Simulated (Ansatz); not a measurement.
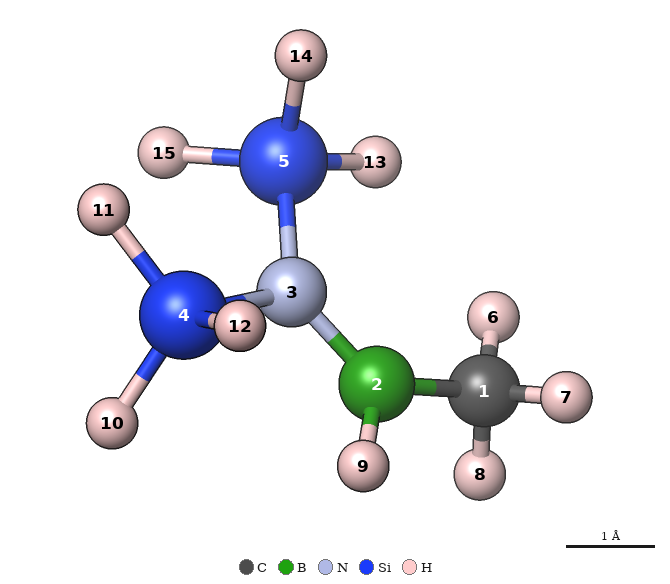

Atoms carry their numbers in the input. The geometry was computed by an optimisation with PBE-D4/def2-SVP. No frequency run is at hand to confirm it as a minimum.

Which atoms are bonded, and how long are the bonds?

```csv
bond,length (Å),order
C1–B2,1.573,single
C1–H6,1.107,single
C1–H7,1.113,single
C1–H8,1.112,single
B2–N3,1.431,single
B2–H9,1.231,single
N3–Si4,1.789,single
N3–Si5,1.781,single
Si4–H10,1.502,single
Si4–H11,1.507,single
Si4–H12,1.502,single
Si5–H13,1.498,single
Si5–H14,1.505,single
Si5–H15,1.505,single
```
